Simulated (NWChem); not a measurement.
## Single-point calculation of BH$_{5}$S

System: BH$_{5}$S.
Method: MP2/def2-SVPD, RHF (NWChem 7.3.0).

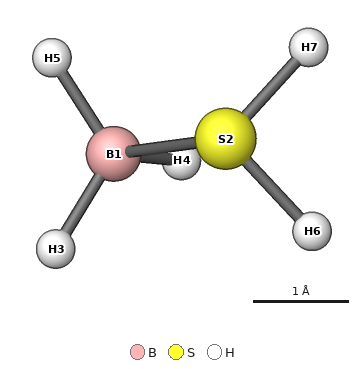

Figure 1. The input geometry (ball-and-stick view, seen at a tilt; atoms are numbered from 1 in the order of the input).

**Input**
```
start bh5s
title "BH5S energy"
memory stack 880 mb heap 220 mb global 1100 mb
geometry noautosym nocenter noautoz
 B      0.611460     1.245400     4.339060
 S      1.564030    -0.180100     5.319450
 H     -0.243300     1.527090     5.144030
 H      0.229700     0.765020     3.304840
 H      1.487750     2.071580     4.252520
 H      0.723480    -1.229340     5.252610
 H      2.388500    -0.707290     4.395220
end
basis spherical bse
 * library def2-SVPD
end
scf
 singlet
 rhf
 thresh 1e-08
 maxiter 80
 noprint "final vectors analysis"
end
mp2
 freeze core 6
 tight
end
task mp2
```

Run on 1 thread of Intel Xeon (Granite Rapids), 16 GiB of memory available, shared host.

Launch command:
```bash
nwchem bh5s.nw > bh5s.out
```

**The program's output**
```
Northwest Computational Chemistry Package (NWChem) 7.3.0
             --------------------------------------------------------

           Job information
           ---------------

    nwchem branch   = 7.3.0
    use scalapack   = T
    input           = bh5s.nw
    prefix          = bh5s.
    data base       = ./bh5s.db
    status          = startup
    nproc           =        1

           Memory information
           ------------------

    heap     =     28835838 doubles =      220.0 Mbytes
    stack    =    115343355 doubles =      880.0 Mbytes
    global   =    144179200 doubles =     1100.0 Mbytes (distinct from heap & stack)
    total    =    288358393 doubles =     2200.0 Mbytes
    verify   = yes
    hardfail = no

           Directory information
           ---------------------

  0 permanent = .
  0 scratch   = .

                                NWChem Input Module
                                -------------------

                                    BH5S energy
                                    -----------

 Scaling coordinates for geometry "geometry" by  1.889725989
 (inverse scale =  0.529177249)

                             Geometry "geometry" -> ""
                             -------------------------

 Output coordinates in angstroms (scale by  1.889725989 to convert to a.u.)

  No.       Tag          Charge          X              Y              Z
 ---- ---------------- ---------- -------------- -------------- --------------
    1 B                    5.0000     0.61146000     1.24540000     4.33906000
    2 S                   16.0000     1.56403000    -0.18010000     5.31945000
    3 H                    1.0000    -0.24330000     1.52709000     5.14403000
    4 H                    1.0000     0.22970000     0.76502000     3.30484000
    5 H                    1.0000     1.48775000     2.07158000     4.25252000
    6 H                    1.0000     0.72348000    -1.22934000     5.25261000
    7 H                    1.0000     2.38850000    -0.70729000     4.39522000

      Atomic Mass
      -----------

      B                 11.009310
      S                 31.972070
      H                  1.007825

 Effective nuclear repulsion energy (a.u.)      54.7453142895

            Nuclear Dipole moment (a.u.)
            ----------------------------
        X                 Y               Z
 ---------------- ---------------- ----------------
    61.7333985196    10.9083676800   244.0689206578

            XYZ format geometry
            -------------------
     7
 geometry
 B                     0.61146000     1.24540000     4.33906000
 S                     1.56403000    -0.18010000     5.31945000
 H                    -0.24330000     1.52709000     5.14403000
 H                     0.22970000     0.76502000     3.30484000
 H                     1.48775000     2.07158000     4.25252000
 H                     0.72348000    -1.22934000     5.25261000
 H                     2.38850000    -0.70729000     4.39522000

 ==============================================================================
                                internuclear distances
 ------------------------------------------------------------------------------
       center one      |      center two      | atomic units |  angstroms
 ------------------------------------------------------------------------------
    2 S                |   1 B                |     3.73220  |     1.97499
    3 H                |   1 B                |     2.28175  |     1.20745
    4 H                |   1 B                |     2.27248  |     1.20255
    5 H                |   1 B                |     2.28176  |     1.20745
    6 H                |   2 S                |     2.54370  |     1.34607
    7 H                |   2 S                |     2.54369  |     1.34606
 ------------------------------------------------------------------------------
                         number of included internuclear distances:          6
 ==============================================================================

 ==============================================================================
                                 internuclear angles
 ------------------------------------------------------------------------------
        center 1       |       center 2       |       center 3       |  degrees
 ------------------------------------------------------------------------------
    2 S                |   1 B                |   3 H                |   100.30
    2 S                |   1 B                |   4 H                |   106.96
    2 S                |   1 B                |   5 H                |   100.34
    3 H                |   1 B                |   4 H                |   116.22
    3 H                |   1 B                |   5 H                |   113.70
    4 H                |   1 B                |   5 H                |   116.24
    1 B                |   2 S                |   6 H                |   103.70
    1 B                |   2 S                |   7 H                |   103.73
    6 H                |   2 S                |   7 H                |    92.47
 ------------------------------------------------------------------------------
                            number of included internuclear angles:          9
 ==============================================================================

 Summary of "ao basis" -> "" (spherical)
 ------------------------------------------------------------------------------
       Tag                 Description            Shells   Functions and Types
 ---------------- ------------------------------  ------  ---------------------
 *                         def2-SVPD                  on all atoms

                      Basis "ao basis" -> "ao basis" (spherical)
                      -----
  [basis functions not shown]

 Summary of "ao basis" -> "ao basis" (spherical)
 ------------------------------------------------------------------------------
       Tag                 Description            Shells   Functions and Types
 ---------------- ------------------------------  ------  ---------------------
 B                         def2-SVPD                 8       20   4s2p2d
 S                         def2-SVPD                11       27   5s4p2d
 H                         def2-SVPD                 4        8   2s2p

                                 NWChem SCF Module
                                 -----------------

                                    BH5S energy

  ao basis        = "ao basis"
  functions       =    87
  atoms           =     7
  closed shells   =    13
  open shells     =     0
  charge          =   0.00
  wavefunction    = RHF
  input vectors   = atomic
  output vectors  = ./bh5s.movecs
  use symmetry    = F
  symmetry adapt  = F

 Summary of "ao basis" -> "ao basis" (spherical)
 ------------------------------------------------------------------------------
       Tag                 Description            Shells   Functions and Types
 ---------------- ------------------------------  ------  ---------------------
 B                         def2-SVPD                 8       20   4s2p2d
 S                         def2-SVPD                11       27   5s4p2d
 H                         def2-SVPD                 4        8   2s2p

 Forming initial guess at       0.0s

      Superposition of Atomic Density Guess
      -------------------------------------

 Sum of atomic energies:        -424.35223586

      Non-variational initial energy
      ------------------------------

 Total energy =    -425.211092
 1-e energy   =    -692.205127
 2-e energy   =     212.248721
 HOMO         =      -0.356541
 LUMO         =       0.042786

 Starting SCF solution at       0.2s

 ----------------------------------------------
         Quadratically convergent ROHF

 Convergence threshold     :          1.000E-08
 Maximum no. of iterations :           80
 Final Fock-matrix accuracy:          1.000E-10
 ----------------------------------------------

              iter       energy          gnorm     gmax       time
             ----- ------------------- --------- --------- --------
                 1     -424.9005654286  6.25D-01  1.59D-01      0.5
                 2     -424.9424308936  1.87D-01  4.07D-02      0.8
                 3     -424.9465389200  9.55D-03  2.55D-03      1.6
                 4     -424.9465517878  2.39D-05  8.53D-06      3.0
                 5     -424.9465517879  3.48D-10  1.63D-10      5.5

       Final RHF  results
       ------------------

         Total SCF energy =   -424.946551787892
      One-electron energy =   -693.268489207765
      Two-electron energy =    213.576623130423
 Nuclear repulsion energy =     54.745314289450

        Time for solution =      5.4s

             Final eigenvalues
             -----------------

              1
    1  -92.0076
    2   -9.0381
    3   -7.5565
    4   -6.7258
    5   -6.7251
    6   -6.7233
    7   -1.0531
    8   -0.7009
    9   -0.6449
   10   -0.5551
   11   -0.4571
   12   -0.4414
   13   -0.4287
   14    0.0561
   15    0.0870
   16    0.0880
   17    0.0964
   18    0.1180
   19    0.1225
   20    0.1722
   21    0.1985
   22    0.2022
   23    0.2323

 center of mass
 --------------
 x =   2.41463066 y =   0.40922159 z =   9.45907653

 moments of inertia (a.u.)
 ------------------
         132.617779950743          48.565601652865         -29.873963703313
          48.565601652865          87.589417528491          48.162380976770
         -29.873963703313          48.162380976770         134.619185006488

  Mulliken analysis of the total density
  --------------------------------------

    Atom       Charge   Shell Charges
 -----------   ------   -------------------------------------------------------
    1 B    5     5.47   1.99  0.74  0.54 -0.05  1.59  0.57  0.06  0.03
    2 S   16    16.37   2.00  1.99  1.22  0.51  0.04  5.94  1.75  2.60  0.11  0.09  0.13
    3 H    1     0.91   0.75  0.16  0.01 -0.02
    4 H    1     0.88   0.76  0.13  0.01 -0.02
    5 H    1     0.91   0.75  0.16  0.01 -0.02
    6 H    1     0.72   0.71 -0.02  0.03  0.00
    7 H    1     0.72   0.71 -0.02  0.03  0.00

       Multipole analysis of the density wrt the origin
       ------------------------------------------------

     L   x y z        total         open         nuclear
     -   - - -        -----         ----         -------
     0   0 0 0     -0.000000      0.000000     26.000000

     1   1 0 0      0.619523      0.000000     61.733399
     1   0 1 0     -1.409017      0.000000     10.908368
     1   0 0 1      0.343846      0.000000    244.068921

     2   2 0 0    -14.449548      0.000000    176.989685
     2   1 1 0     -2.094923      0.000000     -1.399626
     2   1 0 1      4.974890      0.000000    594.634650
     2   0 2 0    -18.719722      0.000000     62.473346
     2   0 1 1    -11.957528      0.000000     76.127812
     2   0 0 2    -12.304003      0.000000   2318.537753

                   NWChem MP2 Semi-direct Energy/Gradient Module
                   ---------------------------------------------

                                    BH5S energy

  Basis functions       =     87
  Molecular orbitals    =     87
  Frozen core           =      6
  Frozen virtuals       =      0
  Active alpha occupied =      7
  Active beta occupied  =      7
  Active alpha virtual  =     74
  Active beta virtual   =     74
  Use MO symmetry       = F
  Use skeleton AO sym   = F

  AO/Fock/Back tols     =   1.0D-11  1.0D-11  1.0D-11

 GA uses MA = F    GA memory limited = T

 Available:
  local mem=  1.26D+08
 global mem=  1.44D+08
 local disk=  0.00D+00
   1 passes of   7:        3145728                      28649                   6753134.
   1 passes of   7: M    126153366           G      144164062           F     123007638.

 Semi-direct pass number   1 of   1  for RHF alpha+beta  at        5.6s
 Done moints_semi at        6.4s
 Done maket at        6.5s
 Done multipass loop at        6.5s

          -------------------------------------------
          SCF energy                -424.946551787892
          Correlation energy          -0.270891013702
          Singlet pairs               -0.191435777413
          Triplet pairs               -0.079455236289
          Total MP2 energy          -425.217442801594
          -------------------------------------------

          ---------------------------------------------------
                    Spin Component Scaled (SCS) MP2
          Same spin pairs                     -0.052970157526
          Same spin scaling factor             0.333333333333
          Opposite spin pairs                 -0.217920856176
          Opposite spin scaling fact.          1.200000000000
          SCS-MP2 correlation energy          -0.279161746587
          Total SCS-MP2 energy              -425.225713534478
          ---------------------------------------------------

 -----------------------
 Task  times  cpu:        6.5s     wall:        6.5s
 Total times  cpu:        6.5s     wall:        6.5s
```

**Results in brief**

- outcome: converged
- total energy: −425.217443 hartree
- SCF energy: −424.946552 hartree
- correlation energy: −0.270891 hartree
- basis functions: 87
- wall time: 7.2 s
- peak memory: 0.17 GiB
